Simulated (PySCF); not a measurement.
**Excited-state calculation of C$_{4}$H$_{6}$N$_{2}$O$_{2}$Si**

The run: excited-state calculation of C$_{4}$H$_{6}$N$_{2}$O$_{2}$Si (Si(NCO)2Me2), SMILES C[Si](C)(N=C=O)N=C=O. Method and program: TDDFT PBE0/def2-SVPD, vertical, gas phase, core orbitals frozen in the response (PySCF 2.14.0).

The geometry comes from this level: PBE0-D3(BJ)/def2-SVP. It belongs to a series of runs on one base structure; here: two ligands: Me to NCO.

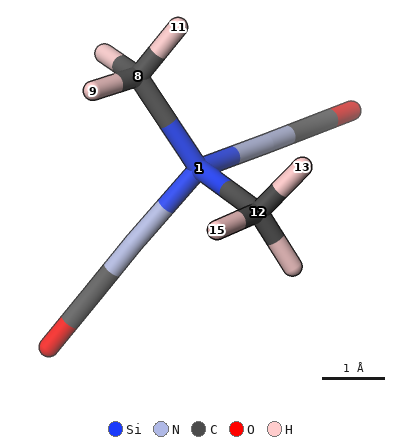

Figure 1. The input geometry (stick view, seen at an oblique angle; atoms are numbered from 1 in the order of the input). Bond lengths as drawn: C–H 1.10 Å, C–N 1.20 Å, C–O 1.17 Å, C–Si 1.86 Å and N–Si 1.73 Å.

The input
```
{"job": {"kind": "uv", "xc": "PBE0", "basis": "def2-SVPD", "ip": true, "nstates": 10}, "charge": 0, "multiplicity": 1}
Si    -0.072743    -0.008747    -0.041986
N     -0.007020    -0.044429     1.682036
C      0.089958    -0.026037     2.874402
O      0.175079    -0.013033     4.039261
N      1.554007     0.085686    -0.609423
C      2.695822     0.120830    -0.964799
O      3.807750     0.157805    -1.320497
C     -0.985756     1.518061    -0.577870
H     -1.010438     1.591580    -1.675950
H     -0.493932     2.419721    -0.183042
H     -2.022390     1.500479    -0.207625
C     -0.824259    -1.595830    -0.647765
H     -1.852543    -1.709263    -0.271500
H     -0.233459    -2.457734    -0.303129
H     -0.852846    -1.615210    -1.748143
```

The first line tells a small driver script what to run in PySCF; the rest is the geometry in Å.

Machine: 1 CPU thread, shared host.

Launched with:
```bash
OMP_NUM_THREADS=1 python <driver script> task.json out
```

Log
```
coarse grid: 13984 points
cycle   1  E = -704.3504574271  dE =  1.442e+00  |g| = 9.947e-01  |ddm| = 7.570e+00
cycle   2  E = -703.9050511268  dE =  4.454e-01  |g| = 1.845e+00  |ddm| = 2.574e+00
cycle   3  E = -704.5155453153  dE = -6.105e-01  |g| = 3.909e-01  |ddm| = 1.711e+00
cycle   4  E = -704.5471451493  dE = -3.160e-02  |g| = 9.963e-02  |ddm| = 4.270e-01
cycle   5  E = -704.5491950487  dE = -2.050e-03  |g| = 2.782e-02  |ddm| = 1.603e-01
cycle   6  E = -704.5493794007  dE = -1.844e-04  |g| = 3.862e-03  |ddm| = 4.533e-02
cycle   7  E = -704.5493823934  dE = -2.993e-06  |g| = 1.540e-03  |ddm| = 6.588e-03
final grid: 133392 points
cycle   8  E = -704.6489761194  dE =  1.126e-05  |g| = 1.640e-02  |ddm| = 8.633e-02
cycle   9  E = -704.6487686635  dE =  2.075e-04  |g| = 3.586e-02  |ddm| = 4.264e-02
cycle  10  E = -704.6490272372  dE = -2.586e-04  |g| = 4.033e-03  |ddm| = 3.100e-02
cycle  11  E = -704.6490310584  dE = -3.821e-06  |g| = 4.474e-04  |ddm| = 4.442e-03
cycle  12  E = -704.6490310936  dE = -3.516e-08  |g| = 1.136e-04  |ddm| = 5.853e-04
cycle  13  E = -704.6490310967  dE = -3.059e-09  |g| = 3.356e-05  |ddm| = 2.191e-04
cycle  14  E = -704.6490310970  dE = -2.992e-10  |g| = 7.969e-06  |ddm| = 7.394e-05
```

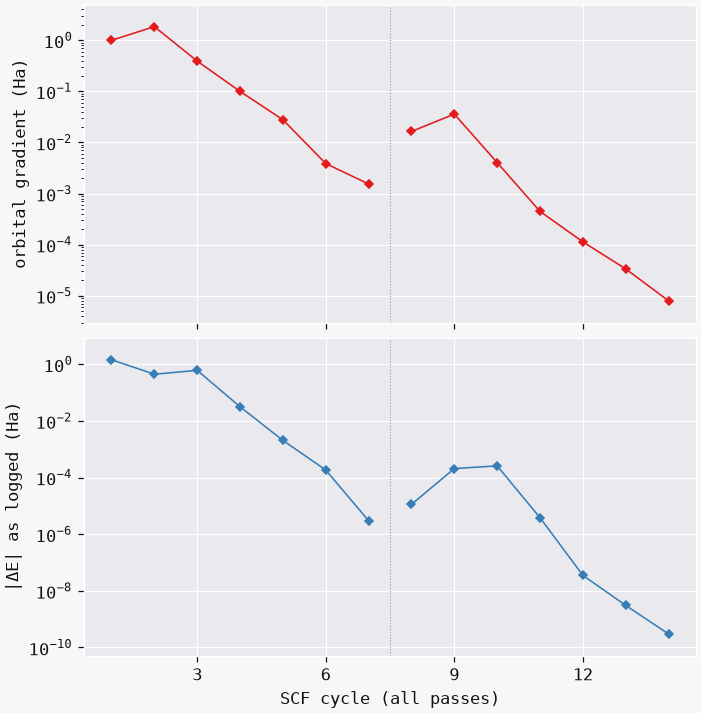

Figure 2. Convergence of the self-consistent field: orbital gradient and size of the energy change against the SCF cycle. The dotted line marks the change from a coarse to the final integration grid. The first 7 cycles use a coarse grid, the final grid takes over at cycle 8, and the field converges after 14 cycles in all.

```
converged SCF energy = -704.6490310970

Static polarisability (au): isotropic 91.077, principal 73.173 92.650 107.409

Singlet excitations
state   eV       nm        f      main configurations
  1   7.2000    172.2   0.00911   H->L+1 0.70
  2   7.3106    169.6   0.00003   H-2->L+1 0.42, H->L+3 0.21, H-1->L+2 0.12
  3   7.3908    167.8   0.02797   H->L 0.88
  4   7.5117    165.1   0.00030   H-1->L+2 0.66, H-3->L+6 0.10
  5   7.5158    165.0   0.00713   H-1->L+1 0.45, H-2->L+2 0.26, H->L+6 0.12
  6   7.5535    164.1   0.02284   H->L+2 0.51, H-1->L+3 0.15, H-3->L+1 0.14
  7   7.6068    163.0   0.00246   H-1->L 0.86
  8   7.7505    160.0   0.00006   H-2->L 0.61, H-2->L+1 0.17, H->L+3 0.14
  9   7.7965    159.0   0.00431   H-3->L+2 0.46, H-1->L+6 0.44
 10   8.0524    154.0   0.03986   H-3->L 0.53, H-1->L+3 0.25, H-3->L+1 0.08

Triplet excitations (Tamm-Dancoff, eV): 6.5958 6.6323 6.8719 6.9085
Vertical ionisation energy (delta-SCF) = 10.1482 eV
```

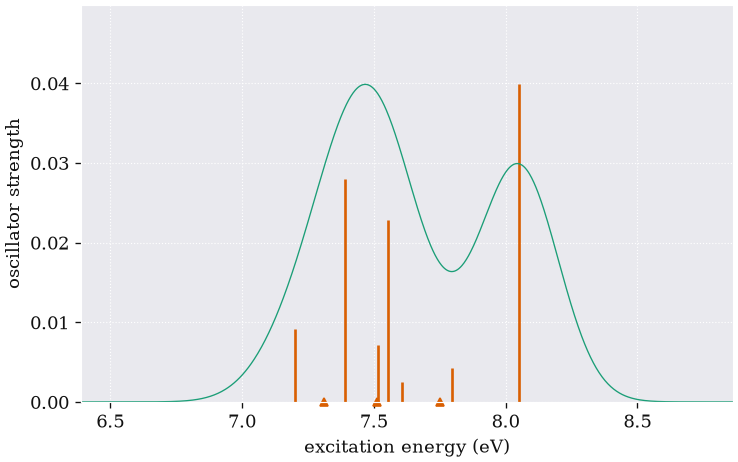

Figure 3. Computed excitations as sticks (degenerate states added up, dark ones marked on the axis), with a Gaussian envelope of 0.35 eV full width at half maximum, scaled to the tallest. Of the 10 states the lowest lies at 7.20 eV (f = 0.009); the strongest line is at 8.05 eV, or 154 nm (f = 0.040).

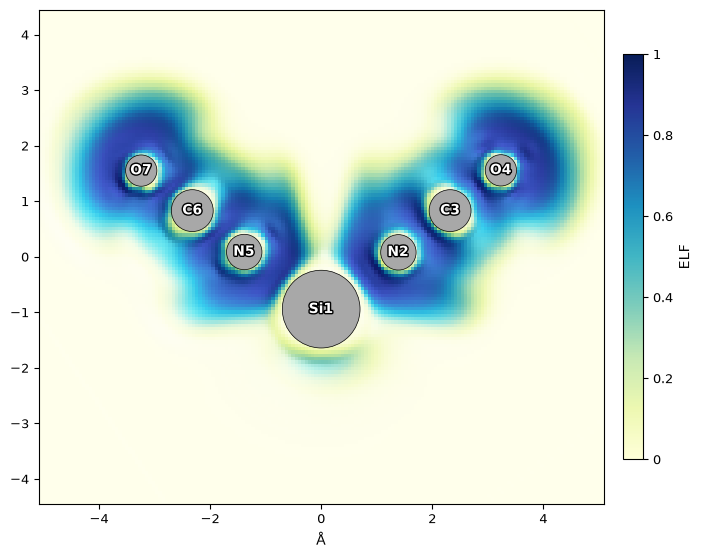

Figure 4. ELF on the plane of atoms N2, Si1 and N5. Grey discs, where drawn, cover atomic cores. C–O (1.17 Å): the ELF peaks at about 0.90 between the atoms; a multiple bond by its length, whose ELF region spreads away from the axis. C–N (1.20 Å): the ELF peaks at about 0.90 between the atoms (a multiple bond by its length, whose ELF region spreads away from the axis). Si–N (1.73 Å): the ELF peaks at about 0.90 between the atoms (a shared but strongly polarised pair).

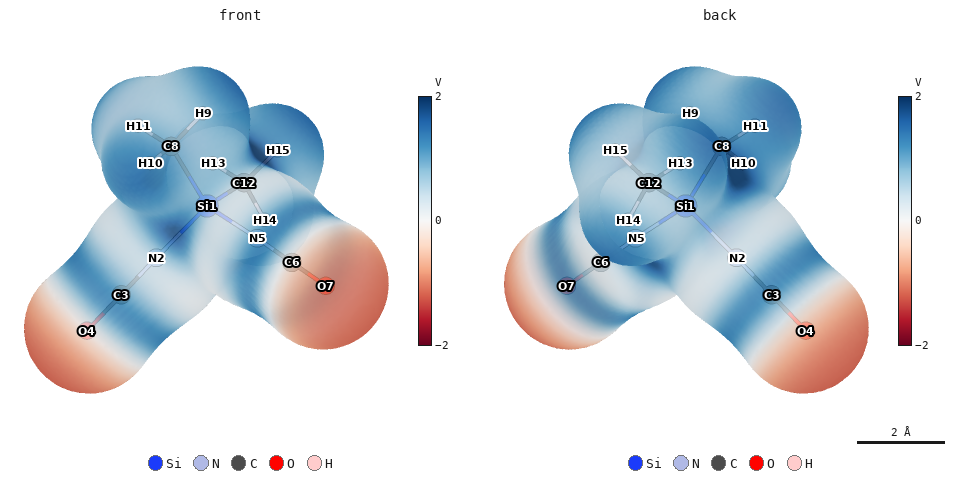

Figure 5. The molecular electrostatic potential painted on the density surface at 0.004 e/bohr³, seen at a tilt and from behind; the colour scale runs from red (negative) to blue (positive). A positive charge is drawn to the negative regions and a negative charge to the positive ones.

Key numbers

```csv
quantity,value
outcome,converged
total energy,−704.649031 hartree
HOMO,−8.46 eV
LUMO,−0.01 eV
dipole moment,3.60 D
mean polarisability,91.08 a.u.
vertical ionisation energy,10.15 eV
lowest singlet excitation,7.20 eV
wall time,2.5 min
peak memory,1.2 GiB
```
